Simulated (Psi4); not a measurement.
**UM06-2X/def2-SVP run of CH2F3Si (SMILES [CH2][Si](F)(F)F)**

Aim: the vertical ionisation energy of CH2F3Si at UM06-2X/def2-SVP, from 2 runs. 

The calculation is run with Psi4 1.11.

## (1) The molecule

The species is CH2F3Si (7 atoms), meant as a doublet with charge 0. As SMILES, `[CH2][Si](F)(F)F`. The coordinates come from a PBE0-D4/def2-TZVP relaxation.

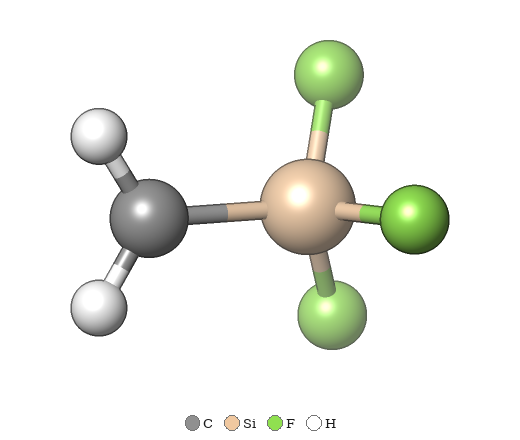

Viewed from a chosen angle; carbon grey, silicon light orange, fluorine green, hydrogen white.

## (2) The energy at UM06-2X/def2-SVP

job.dat reads:

```
memory 1600 MB

molecule {
  0 2
  C     -1.30731253     0.75910298     1.44280590
  Si     0.83695970    -0.49302955    -0.91368258
  F      0.01776343     0.33731611    -3.65510827
  F      0.93617032    -3.47331662    -0.90914724
  F      3.62241601     0.45599091    -0.44710920
  H     -3.27130489     1.16444924     1.02460950
  H     -0.71885182     1.12079656     3.37146038
  units bohr
  symmetry c1
  no_reorient
  no_com
}

set {
  basis                def2-SVP
  reference            uks
  puream               true
  e_convergence        1e-09
  d_convergence        1e-08
  scf_type             pk
  dft_radial_points    99
  dft_spherical_points 590
  maxiter              100
}

E, wfn = energy("m06-2x", return_wfn=True)
oeprop(wfn, "QUADRUPOLE", "LOWDIN_CHARGES", "MULLIKEN_CHARGES")
print_variables()
```

The run is started by

```
$ psi4 -i job.dat -o job.out -n 1
```

job.out:

```text
[...]
  Running in c1 symmetry.
[...]
  Nuclear repulsion =  252.903389428086911
[...]
  Multiplicity = 2
[...]
  Nalpha       = 25
  Nbeta        = 24
[...]
    Number of basis functions: 84
[...]
   @UKS iter   1:  -627.85183790777148   -6.49805e-01   6.66069e-03 ADIIS/DIIS
[...]
   @UKS iter  12:  -627.97476588460256   -1.02318e-12   3.27344e-09 DIIS
[...]
   @S^2 Observed:                7.542069317E-01
[...]
    Orbital Energies [Eh]
    ---------------------
    Alpha Occupied:
       1A    -67.132159     2A    -25.258281     3A    -25.258206
       4A    -25.256721     5A    -10.593111     6A     -5.659104
       7A     -3.974292     8A     -3.974121     9A     -3.970898
      10A     -1.347460    11A     -1.317169    12A     -1.315515
      13A     -0.805658    14A     -0.673768    15A     -0.610429
      16A     -0.608809    17A     -0.586290    18A     -0.557477
      19A     -0.555871    20A     -0.538777    21A     -0.530329
      22A     -0.513037    23A     -0.511676    24A     -0.465743
      25A     -0.336449
    Alpha Virtual:
[...]
  @UKS Final Energy:  -627.97476588460256
   => Energetics <=
    Nuclear Repulsion Energy =            252.9033894280869106
    One-Electron Energy =               -1374.5357055650304119
    Two-Electron Energy =                 521.6071997444688577
    DFT Exchange-Correlation Energy =     -27.9496494921279037
    Empirical Dispersion Energy =           0.0000000000000000
    VV10 Nonlocal Energy =                  0.0000000000000000
    Total Energy =                       -627.9747658846025615
[...]
 Multipole Moments:
 ------------------------------------------------------------------------------------
     Multipole            Electronic (a.u.)      Nuclear  (a.u.)        Total (a.u.)
 ------------------------------------------------------------------------------------
 L = 1.  Multiply by 2.5417464519 to convert [e a0] to [Debye]
 Dipole X            :        -41.6639775           41.0705517           -0.5934258
 Dipole Y            :         24.5220183          -24.1826364            0.3393819
 Dipole Z            :         45.4929963          -44.8409332            0.6520631
 Magnitude           :                                                    0.9447330
 L = 2.  Multiply by 1.3450342976 to convert [e a0^2] to [Debye ang]
 Quadrupole XX       :       -182.6143910          157.2672549          -25.3471361
 Quadrupole XY       :         30.3462304          -30.6908237           -0.3445933
[...]
  Mulliken Charges: (a.u.)
   Center  Symbol    Alpha    Beta     Spin     Total
       1     C     3.72380  2.65419  1.06960 -0.37799
       2    SI     6.43187  6.42074  0.01113  1.14738
       3     F     4.66727  4.66427  0.00300 -0.33154
       4     F     4.66989  4.66014  0.00976 -0.33003
       5     F     4.66752  4.66392  0.00360 -0.33144
       6     H     0.41972  0.46827 -0.04855  0.11201
       7     H     0.41993  0.46847 -0.04854  0.11160
   Total alpha = 25.00000, Total beta = 24.00000, Total charge =  0.00000
  Lowdin Charges: (a.u.)
[...]
```

Wall time 30 s (1 thread of Intel Xeon Platinum 8559C (Emerald Rapids), shared host); peak memory 0.91 GiB.

## (3) The singlet cation

job.py reads:

```python
import psi4

psi4.set_memory(1600000000)
psi4.set_num_threads(1)
psi4.core.set_output_file('run.log', False)

geom = psi4.geometry("""
1 1
C     -1.30731253     0.75910298     1.44280590
Si     0.83695970    -0.49302955    -0.91368258
F      0.01776343     0.33731611    -3.65510827
F      0.93617032    -3.47331662    -0.90914724
F      3.62241601     0.45599091    -0.44710920
H     -3.27130489     1.16444924     1.02460950
H     -0.71885182     1.12079656     3.37146038
units bohr
symmetry c1
""")

options = {'basis': 'def2-SVP', 'reference': 'rks', 'puream': True, 'e_convergence': 1e-09, 'd_convergence': 1e-08, 'scf_type': 'pk', 'dft_radial_points': 99, 'dft_spherical_points': 590}
psi4.set_options(options)

e, wfn = psi4.energy("m06-2x", return_wfn=True)
psi4.oeprop(wfn, "DIPOLE", "MULLIKEN_CHARGES", "QUADRUPOLE")
print('E =', round(e, 9))
for k, v in sorted(psi4.core.scalar_variables().items()):
    print(f'{k:45s} {v:18.10f}')
```

The run is started by

```
$ python job.py
```

run.log, shortened:

```text
[...]
  Running in c1 symmetry.
[...]
  Nuclear repulsion =  252.903389428086939
[...]
  Multiplicity = 1
[...]
  Nalpha       = 24
  Nbeta        = 24
[...]
    Number of basis functions: 84
[...]
   @RKS iter   1:  -627.48086553392989   -2.78833e-01   5.98884e-03 ADIIS/DIIS
[...]
   @RKS iter  12:  -627.57640593335589   -8.29914e-12   7.64453e-09 DIIS
[...]
  @RKS Final Energy:  -627.57640593335589
   => Energetics <=
    Nuclear Repulsion Energy =            252.9033894280869390
    One-Electron Energy =               -1362.6153859766952792
    Two-Electron Energy =                 509.9088604007959589
    DFT Exchange-Correlation Energy =     -27.7732697855435902
    Empirical Dispersion Energy =           0.0000000000000000
    VV10 Nonlocal Energy =                  0.0000000000000000
    Total Energy =                       -627.5764059333559999
[...]
 Multipole Moments:
 ------------------------------------------------------------------------------------
     Multipole            Electronic (a.u.)      Nuclear  (a.u.)        Total (a.u.)
 ------------------------------------------------------------------------------------
 L = 1.  Multiply by 2.5417464519 to convert [e a0] to [Debye]
 Dipole X            :          1.4464638           -3.8020410           -2.3555772
 Dipole Y            :         -0.8612428            2.1999371            1.3386943
 Dipole Z            :         -1.5842147            4.1778927            2.5936780
 Magnitude           :                                                    3.7507349
 L = 2.  Multiply by 1.3450342976 to convert [e a0^2] to [Debye ang]
 Quadrupole XX       :       -140.1777733          123.1379752          -17.0397981
 Quadrupole XY       :          7.2417257          -10.5922529           -3.3505272
[...]
  Mulliken Charges: (a.u.)
   Center  Symbol    Alpha    Beta     Spin     Total
       1     C     2.95051  2.95051  0.00000  0.09897
       2    SI     6.40490  6.40490  0.00000  1.19019
       3     F     4.63105  4.63105  0.00000 -0.26210
       4     F     4.62537  4.62537  0.00000 -0.25074
       5     F     4.63056  4.63056  0.00000 -0.26111
       6     H     0.37875  0.37875  0.00000  0.24250
       7     H     0.37885  0.37885  0.00000  0.24229
   Total alpha = 24.00000, Total beta = 24.00000, Total charge =  1.00000
```

On the terminal:

```text
E = -627.576405933
CURRENT ENERGY                                   -627.5764059334
CURRENT REFERENCE ENERGY                         -627.5764059334
DD SOLVATION ENERGY                                 0.0000000000
DFT FUNCTIONAL TOTAL ENERGY                      -627.5764059334
DFT TOTAL ENERGY                                 -627.5764059334
DFT VV10 ENERGY                                     0.0000000000
DFT XC ENERGY                                     -27.7732697855
GRID ELECTRONS ALPHA                               24.0000008140
GRID ELECTRONS BETA                                24.0000008140
GRID ELECTRONS TOTAL                               48.0000016281
NUCLEAR REPULSION ENERGY                          252.9033894281
ONE-ELECTRON ENERGY                             -1362.6153859767
PCM POLARIZATION ENERGY                             0.0000000000
PE ENERGY                                           0.0000000000
SCF ITERATION ENERGY                             -627.5764059334
SCF ITERATIONS                                     12.0000000000
SCF TOTAL ENERGY                                 -627.5764059334
TWO-ELECTRON ENERGY                               509.9088604008
XC GRID RADIAL POINTS                              99.0000000000
XC GRID SPHERICAL POINTS                          590.0000000000
XC GRID TOTAL POINTS                           390396.0000000000
```

It took 25 s on 1 thread of Intel Xeon Platinum 8559C (Emerald Rapids), shared host; peak memory 0.91 GiB.

## (4) Outcome

At UM06-2X/def2-SVP:

```
                                           quantity          value
                      doublet CH2F3Si: total energy  -627.97477 Eh
                     doublet CH2F3Si: dipole moment         2.40 D
doublet CH2F3Si: HOMO energy (highest over α and β)       -9.16 eV
 doublet CH2F3Si: LUMO energy (lowest over α and β)       -2.12 eV
                              doublet CH2F3Si: ⟨S²⟩          0.754
                       singlet cation: total energy  -627.57641 Eh
                        singlet cation: HOMO energy      -19.49 eV
                        singlet cation: LUMO energy      -12.27 eV
                      singlet cation: HOMO–LUMO gap        7.22 eV
 vertical ionisation energy (to the singlet cation)      10.840 eV
```

**Reading.** Removing an electron at fixed nuclei costs 10.84 eV (250 kcal/mol). Only the singlet of the ionised species was computed; a triplet could lie lower. Mulliken charges (doublet CH2F3Si) run from -0.38 on C1 to +1.15 on Si2; they depend strongly on the basis. Mulliken charges (singlet cation) run from -0.26 on F3 to +1.19 on Si2.
